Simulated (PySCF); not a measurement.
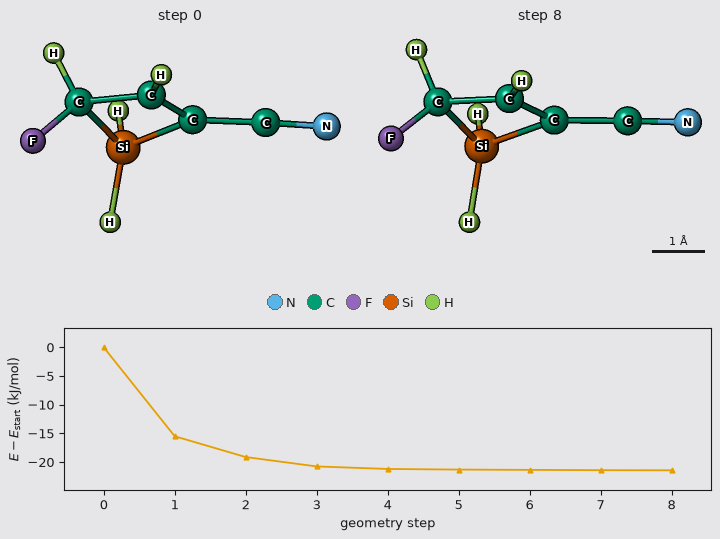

First and last geometry of a relaxation of C4H4FNSi, with the history of the run. Style: ball-and-stick. Shown from a free direction.

The start comes from GFN2-xTB. Its atoms were then displaced at random by about 0.01 Å.

The calculation used PBE0-D3(BJ)/def2-SVP geometry optimisation, gas phase (PySCF). 

Read the history and describe the run.

It converged. The atom that moves furthest after the best rigid fit is an H atom (0.12 Å). By element the largest moves are H 0.12 Å, N 0.08 Å, C 0.08 Å, F 0.06 Å, Si 0.05 Å. Some distances before and after: H–Si 1.451 → 1.492 Å, C–C 1.540 → 1.507 Å, C–H 1.073 → 1.106 Å, C–C 1.327 → 1.356 Å. Bond angles that change, for instance: C–C–Si 97.7° → 92.2°, C–C–H 132.4° → 127.7°, C–C–C 102.5° → 107.0°. After 8 geometry steps the energy has fallen by 21.4 kJ/mol.
